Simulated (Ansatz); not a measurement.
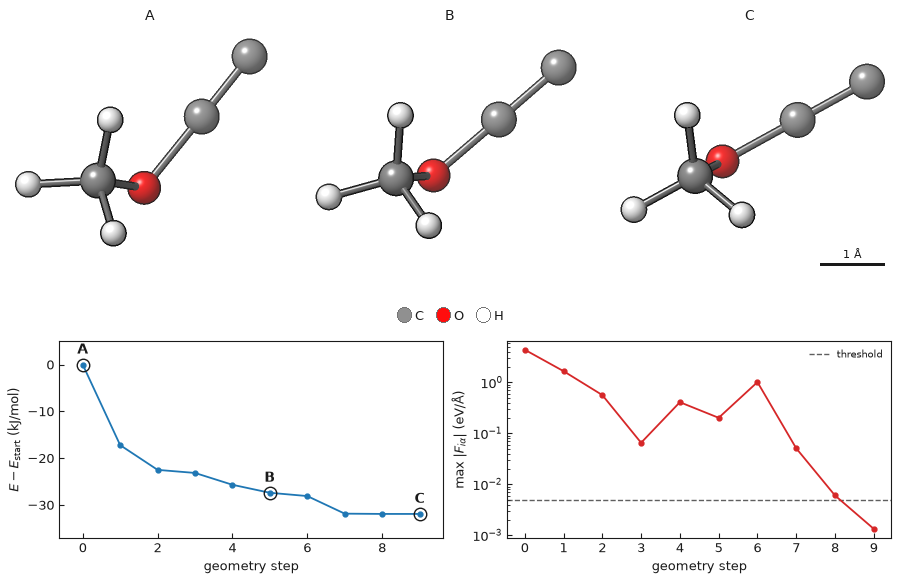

Frames of a relaxation of C$_{3}$H$_{3}$O (charge −1), marked on the history of the run. A ball-and-stick model, seen from a free direction.

The calculation used RKS PBE0-D4/def2-TZVPD in Ansatz 0.2.0. Set-up: force threshold 0.005 eV/Å; at most 200 steps.

### What happens along the run?

The largest moves after the best rigid fit, 0.56 Å, are those of O and H atoms. Largest moves by element: O 0.56 Å, H 0.56 Å, C 0.51 Å. Near-neighbour distances that change, for instance: C–O 1.454 → 1.345 Å, C–O 1.373 → 1.404 Å, C–C 1.218 → 1.241 Å, C–H 1.111 → 1.098 Å. Bond angles that change, for instance: O–C–H 110.9° → 107.6°, H–C–H 106.9° → 109.8°, H–C–H 107.6° → 109.8°. Groups turn about C–O by about 55°. Over 9 geometry steps the energy falls by 31.9 kJ/mol. The largest force component goes from 4.4 to 0.0013 eV/Å. From step 0 to 5: O and H atoms move most (0.28 Å), energy −27.4 kJ/mol. From step 5 to 9: O and H atoms move most (0.28 Å), energy −4.52 kJ/mol.

```
step  E − E(0), kJ/mol  largest force component, eV/Å
   0              0.00                         4.3896
   1            -17.21                         1.6652
   2            -22.49                         0.5647
   3            -23.15                         0.0653
   4            -25.68                         0.4092
   5            -27.39                         0.2020
   6            -28.09                         1.0145
   7            -31.85                         0.0508
   8            -31.91                         0.0060
   9            -31.91                         0.0013
```
